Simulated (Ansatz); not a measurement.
**SnHMe2Cl (C2H7ClSn): a spread of methods and bases**

Aim: run SnHMe2Cl (C2H7ClSn) under a spread of inputs, and see what each costs and gives.

The runs use Ansatz 0.2.0, Gaussian basis; the settings change from run to run.

2 further runs of the same task are left out: 1 that didn't finish, 1 set aside as unsound or not needed.

**1. The molecule**

An earlier PBE-D4/def2-SVP relaxation fixed the geometry. Sn takes a core potential in def2 sets; no spin-orbit term is included.

11 atoms, charge 0, spin multiplicity 1.

Atoms are counted from 1 here; the program's logs count them from 0.

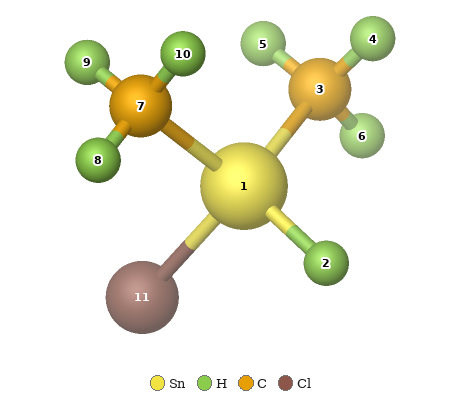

The geometry (tin yellow, hydrogen green, carbon amber, chlorine brown); atoms are numbered from 1 in the order of the file.

**2. r2SCAN0/def2-SVPD**

This run has a point charge of 2.00 e beside it, D3(BJ) dispersion, the search for lower states set to off.

The input, in.yaml:

```yaml
crystal:
  periodic: [false, false, false]
  atoms:
    - {symbol: Sn, position_ang: [-0.269039, -0.455299, 0.550600]}
    - {symbol: H, position_ang: [-0.341494, -0.578246, 2.278883]}
    - {symbol: C, position_ang: [1.747349, -0.589810, -0.217732]}
    - {symbol: H, position_ang: [2.359724, 0.242467, 0.181383]}
    - {symbol: H, position_ang: [1.721111, -0.529040, -1.322267]}
    - {symbol: H, position_ang: [2.197204, -1.554190, 0.084278]}
    - {symbol: C, position_ang: [-1.360691, 1.244930, -0.218631]}
    - {symbol: H, position_ang: [-2.412949, 1.196801, 0.119045]}
    - {symbol: H, position_ang: [-1.330854, 1.225581, -1.324574]}
    - {symbol: H, position_ang: [-0.900484, 2.184667, 0.144797]}
    - {symbol: Cl, position_ang: [-1.409879, -2.387881, -0.275781]}
basis:
  gaussian: {orbitals: def2-SVPD, point_charges: [{charge: 2.00, position_ang: [7.289, 0.388, 0.895]}]}
hamiltonian: {xc: {name: r2SCAN0}, dispersion: d3bj}
scf: {lower_state_search: off}
```

Launch:

```console
$ ansatz run in.yaml --threads 4 --pin off --events-out ev --progress --plain --max-ram 3916MiB
```

The log of the run:

```text
Warning: the engine holds no damping parameters fitted to this dispersion correction and functional, so the run takes those fitted to r2scan0 beside the three-body term, which d3bj leaves out (hamiltonian.dispersion, under Limitations)
Functional definition: r2SCAN0
  name "r2SCAN0"
  cite "Bursch, Neugebauer, Ehlert & Grimme, J. Chem. Phys. 156, 134105 (2022) doi:10.1063/5.0086040"
  cite "Furness, Kaplan, Ning, Perdew & Sun, J. Phys. Chem. Lett. 11, 8208 (2020) doi:10.1021/acs.jpclett.0c02405"
  cite "Furness, Kaplan, Ning, Perdew & Sun, J. Phys. Chem. Lett. 11, 9248 (2020) doi:10.1021/acs.jpclett.0c03077"
  parent r2scan
  parameter a = 0.25
  parameter k0 = 0.174
  parameter k1 = 0.065
  parameter a1 = 4.9479
  exchange = (1 - a)*r2scan_x(k0 = k0, k1 = k1, a1 = a1) + a*exact_x
  correlation = r2scan_c
these checks for a lower state are left out or cut short: stability, starts, cluster_reference, orbital_swaps, neighbouring_geometries, increment
1487 factors; their error is unknown
mean field evaluation 1: about -20529.9000 eV, gradient 5.4e1 eV
mean field evaluation 2: about -20527.7485 eV, gradient 5.8e1 eV
mean field evaluation 4: about -20537.0103 eV, gradient 1.3e0 eV
mean field evaluation 8: about -20537.1529 eV, gradient 2.2e-1 eV
mean field evaluation 16: about -20537.1530 eV, gradient 1.8e-5 eV
mean field -20537.15303915 eV, -754.7264536064 hartree, gradient 2.8e-6 eV, S^2 0.000000; 0 other end points of the search recorded, 0 dependent functions left out
reference -20537.15305361 eV, -754.7264541379 hartree; 29, 29 occupied and 126, 126 virtual orbitals, 1487 factors
Total energy: -20537.23530412 eV, -754.7294767882 hartree
Checks for a lower state left out: stability, starts, cluster_reference, orbital_swaps, neighbouring_geometries, increment
```

Run time: 6 s. Hardware: 4 threads of Intel Xeon at 2.50GHz, shared host.

**3. B2GP-PLYP/def2-SVP**

Set apart from the defaults: atoms shaken by 0.03 Å.

The input, in.yaml:

```yaml
crystal:
  periodic: [false, false, false]
  atoms:
    - {symbol: Sn, position_ang: [-0.297801, -0.499282, 0.528847]}
    - {symbol: H, position_ang: [-0.297617, -0.581864, 2.218547]}
    - {symbol: C, position_ang: [1.778019, -0.594004, -0.205642]}
    - {symbol: H, position_ang: [2.321226, 0.268239, 0.178656]}
    - {symbol: H, position_ang: [1.645946, -0.486431, -1.301235]}
    - {symbol: H, position_ang: [2.171864, -1.587027, 0.154455]}
    - {symbol: C, position_ang: [-1.390592, 1.208212, -0.192408]}
    - {symbol: H, position_ang: [-2.428988, 1.181302, 0.096764]}
    - {symbol: H, position_ang: [-1.259652, 1.258461, -1.307336]}
    - {symbol: H, position_ang: [-0.854385, 2.177313, 0.118819]}
    - {symbol: Cl, position_ang: [-1.375666, -2.405419, -0.277492]}
basis:
  gaussian: {orbitals: def2-SVP}
hamiltonian: {xc: {name: B2GP-PLYP}}
scf: {omitted_lower_state_checks: [starts]}
output: {forces: true}
```

The command is unchanged.

The log of the run, shortened:

```text
Functional definition: B2GP-PLYP
  name "B2GP-PLYP"
  cite "Karton, Tarnopolsky, Lamère, Schatz & Martin, J. Phys. Chem. A 112, 12868 (2008) doi:10.1021/jp801805p"
  cite "Becke, Phys. Rev. A 38, 3098 (1988) doi:10.1103/PhysRevA.38.3098"
  cite "Lee, Yang & Parr, Phys. Rev. B 37, 785 (1988) doi:10.1103/PhysRevB.37.785"
[...]
1157 factors; integrals over basis functions are off by at most 1.4e-3 eV
[...]
mean field -20513.18765096 eV, -753.8457418346 hartree, gradient 7.5e-6 eV, S^2 0.000000; 0 other end points of the search recorded, 0 dependent functions left out
11 core orbitals not correlated: weight in the atoms' cores, before any rotation towards them, 1.000 or more for the frozen orbitals, at most 0.000 for the correlated occupied ones
reference -20513.18778048 eV, -753.8457465945 hartree; 18, 18 occupied and 78, 78 virtual orbitals, 1157 factors
[...]
Atom 2 at     1.778019    -0.594004    -0.205642 Å, force    -1.265821    -0.627245     0.059968 eV/Å
Atom 3 at     2.321226     0.268239     0.178656 Å, force     0.290555    -0.003683     0.176038 eV/Å
Atom 4 at     1.645946    -0.486431    -1.301235 Å, force     0.525406    -0.428970     0.371524 eV/Å
Atom 5 at     2.171864    -1.587027     0.154455 Å, force    -0.061191     1.032527    -0.670321 eV/Å
Atom 6 at    -1.390592     1.208212    -0.192408 Å, force     2.029904     1.411726    -1.028983 eV/Å
Atom 7 at    -2.428988     1.181302     0.096764 Å, force    -0.539135     0.164638     0.109982 eV/Å
Atom 8 at    -1.259652     1.258461    -1.307336 Å, force    -0.506597    -0.355065     0.715231 eV/Å
Atom 9 at    -0.854385     2.177313     0.118819 Å, force    -0.945025    -1.302728     0.114010 eV/Å
Atom 10 at    -1.375666    -2.405419    -0.277492 Å, force    -0.261608    -0.452324    -0.176139 eV/Å
Dipole moment:     0.256761     0.506099     0.050784 e Å
Checks for a lower state left out: starts
```

Run time: 13 s. Hardware: 4 threads of Intel Xeon at 2.50GHz, shared host.

Largest force 2.678 eV/Å, dipole 2.74 D.

**4. PBE0/def2-SVPD**

This run has unrestricted orbitals.

The input, in.yaml:

```yaml
crystal:
  periodic: [false, false, false]
  atoms:
    - {symbol: Sn, position_ang: [-0.269039, -0.455299, 0.550600]}
    - {symbol: H, position_ang: [-0.341494, -0.578246, 2.278883]}
    - {symbol: C, position_ang: [1.747349, -0.589810, -0.217732]}
    - {symbol: H, position_ang: [2.359724, 0.242467, 0.181383]}
    - {symbol: H, position_ang: [1.721111, -0.529040, -1.322267]}
    - {symbol: H, position_ang: [2.197204, -1.554190, 0.084278]}
    - {symbol: C, position_ang: [-1.360691, 1.244930, -0.218631]}
    - {symbol: H, position_ang: [-2.412949, 1.196801, 0.119045]}
    - {symbol: H, position_ang: [-1.330854, 1.225581, -1.324574]}
    - {symbol: H, position_ang: [-0.900484, 2.184667, 0.144797]}
    - {symbol: Cl, position_ang: [-1.409879, -2.387881, -0.275781]}
basis:
  gaussian: {orbitals: def2-SVPD}
magnetization: {spin_polarized: true, initial_magnetization: 0}
hamiltonian: {xc: {name: PBE0}}
scf: {omitted_lower_state_checks: [starts]}
output: {forces: true}
```

The command is unchanged.

The log of the run, shortened:

```text
Functional definition: PBE0
  name "PBE0"
  cite "Adamo & Barone, J. Chem. Phys. 110, 6158 (1999) doi:10.1063/1.478522"
  cite "Perdew, Burke & Ernzerhof, Phys. Rev. Lett. 77, 3865 (1996) doi:10.1103/PhysRevLett.77.3865"
  parent pbe
[...]
1628 factors; integrals over basis functions are off by at most 1.3e-3 eV
[...]
mean field -20531.56642945 eV, -754.5211494868 hartree, gradient 3.6e-5 eV, S^2 0.000000; 0 other end points of the search recorded, 0 dependent functions left out
[...]
reference -20531.56647210 eV, -754.5211510543 hartree; 29, 29 occupied and 126, 126 virtual orbitals, 1628 factors
Total energy: -20531.56647210 eV, -754.5211510543 hartree
Atom 0 at    -0.269039    -0.455299     0.550600 Å, force     0.143606     0.243194     0.017599 eV/Å
Atom 1 at    -0.341494    -0.578246     2.278883 Å, force    -0.011827    -0.020416    -0.263331 eV/Å
Atom 2 at     1.747349    -0.589810    -0.217732 Å, force    -0.039239    -0.043518     0.008627 eV/Å
Atom 3 at     2.359724     0.242467     0.181383 Å, force    -0.160612    -0.221263    -0.109373 eV/Å
Atom 4 at     1.721111    -0.529040    -1.322267 Å, force     0.023922    -0.022666     0.292293 eV/Å
Atom 5 at     2.197204    -1.554190     0.084278 Å, force    -0.106379     0.261181    -0.086664 eV/Å
Atom 6 at    -1.360691     1.244930    -0.218631 Å, force    -0.019464    -0.055906     0.009465 eV/Å
Atom 7 at    -2.412949     1.196801     0.119045 Å, force     0.277527     0.025646    -0.097143 eV/Å
Atom 8 at    -1.330854     1.225581    -1.324574 Å, force    -0.020162     0.018033     0.292674 eV/Å
Atom 9 at    -0.900484     2.184667     0.144797 Å, force    -0.124222    -0.247526    -0.099134 eV/Å
Atom 10 at    -1.409879    -2.387881    -0.275781 Å, force     0.036850     0.063242     0.034987 eV/Å
Dipole moment:     0.360997     0.611535     0.094936 e Å
Checks for a lower state left out: starts
```

It took 17 s on 4 threads of Intel Xeon at 2.50GHz, shared host; peak memory 0.6 GiB.

Largest force 0.295 eV/Å, dipole 3.44 D, ⟨S²⟩ 0.000.

**5. All runs side by side**

```csv
level,charge,multiplicity,geometry,functions,energy (eV),time
r2SCAN0/def2-SVPD,0,1,"relaxed, point charge",155,-20537.235,6 s
B2GP-PLYP/def2-SVP,0,1,shaken,107,-20519.341,13 s
PBE0/def2-SVPD,0,1,relaxed,155,-20531.566,17 s
```

**6. Outcome**

```
quantity                   value
    runs                       3
quickest  r2SCAN0/def2-SVPD, 6 s
 slowest    PBE0/def2-SVPD, 17 s
```

The runs differ in state or geometry as well as level, so their energies can't be set against each other. Run time spans a factor of 3, from r2SCAN0/def2-SVPD to PBE0/def2-SVPD. The jobs differ in tasks and options as well as level. At the PBE-D4/def2-SVP geometry and in the same state, runs without warnings or point charges leave forces up to 0.30 eV/Å (PBE0/def2-SVPD), against 2.7 eV/Å where the atoms were moved.
